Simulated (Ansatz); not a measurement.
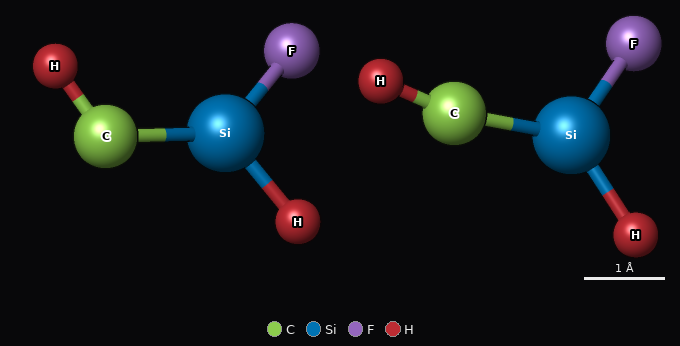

Two geometries of CH2FSi (multiplicity 2), drawn at one scale. One is the start of a relaxation, the other its converged end. The picture is a ball-and-stick view, seen at a tilt.

Computed with UKS LDA/6-31G (Ansatz). Settings: collinear spin; force threshold 0.015 eV/Å; at most 40 steps.

Question: Which one is relaxed?

Answer: The right one is the relaxed one. The run prepares an end point of a later path (torsion) calculation, from a guessed geometry. Over 7 geometry steps the energy falls by 0.671 eV. The largest force component goes from 3.2 to 0.0028 eV/Å. The C atom moves most after the best rigid fit: 0.35 Å. Largest moves by element: C 0.35 Å, H 0.32 Å, F 0.11 Å, Si 0.09 Å. Near-neighbour distances that change, for instance: C–Si 1.760 → 1.689 Å, F–Si 1.631 → 1.694 Å, H–Si 1.444 → 1.496 Å, C–H 1.091 → 1.085 Å. Bond angles that change, for instance: Si–C–H 120.3° → 166.6°, C–Si–F 138.6° → 123.6°, F–Si–H 97.5° → 109.4°.

Limits of the set-up: the basis has no polarisation functions, which atoms past neon need.
